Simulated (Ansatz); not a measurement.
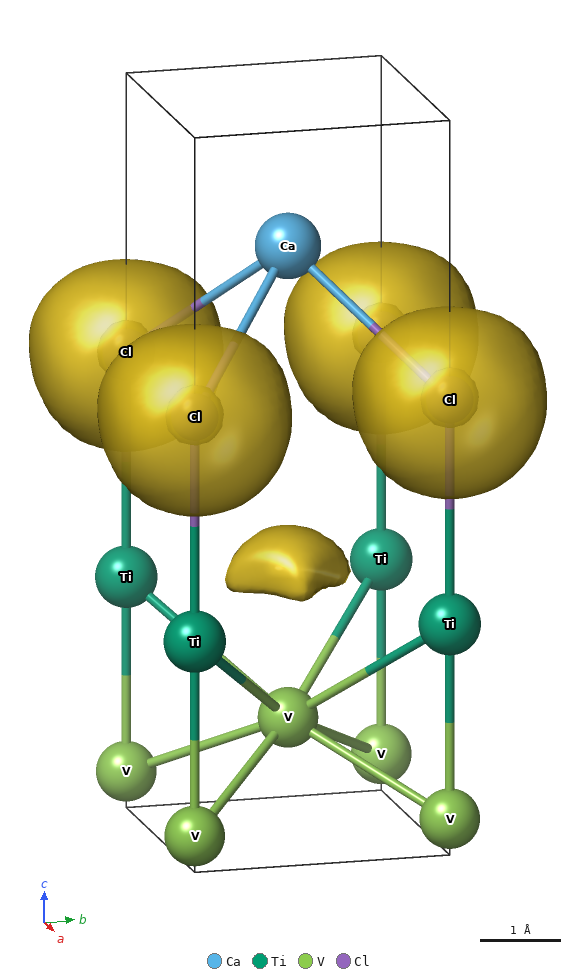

Figure. CaTiV₂Cl. Isosurface of the ELF at 0.65 (yellow), seen slightly off an axis. Core shells and regions of very low density are left out. Sticks mark near contacts.

Space group P4mm; a generated structure, not necessarily the stable one; changed on purpose from its base cell (volume × 1.10, shape and atoms relaxed); computed pressure about −5 GPa in this cell; the SCF solution may not be the lowest one; the program warned that a starting moment wasn't kept; spin-polarised, but the moments vanished.

The calculation used DFT PBE, scalar-relativistic, plane waves, PAW in Ansatz 0.2.0.

```cif
data_structure
_symmetry_space_group_name_H-M 'P 1'
_symmetry_Int_Tables_number 1
_cell_length_a 3.3370
_cell_length_b 3.3370
_cell_length_c 9.5982
_cell_angle_alpha 90.000
_cell_angle_beta 90.000
_cell_angle_gamma 90.000
_cell_volume 106.88
loop_
_atom_site_label
_atom_site_type_symbol
_atom_site_fract_x
_atom_site_fract_y
_atom_site_fract_z
_atom_site_occupancy
Ca1 Ca 0.50000 0.50000 0.79686 1
Ti1 Ti 0.00000 0.00000 0.31431 1
V1 V 0.00000 0.00000 0.04954 1
V2 V 0.50000 0.50000 0.15518 1
Cl1 Cl 0.00000 0.00000 0.61996 1
```

Identify the bonds, lone pairs and shells in this picture.

Answer. The surface consists of one region wrapped around Cl (its valence shell) and one pocket between the atoms, centred on no nucleus (multi-centre or interstitial), counted in one cell of 5 atoms. Regions shared between cells count once. Along the contacts the grid gives the following. Ti–V (2.54 Å): the ELF is about 0.30 at the midpoint; no shared electron pair shows on this line. V–V (2.57 Å): the ELF is about 0.25 at the midpoint; no localised pair shows between them.
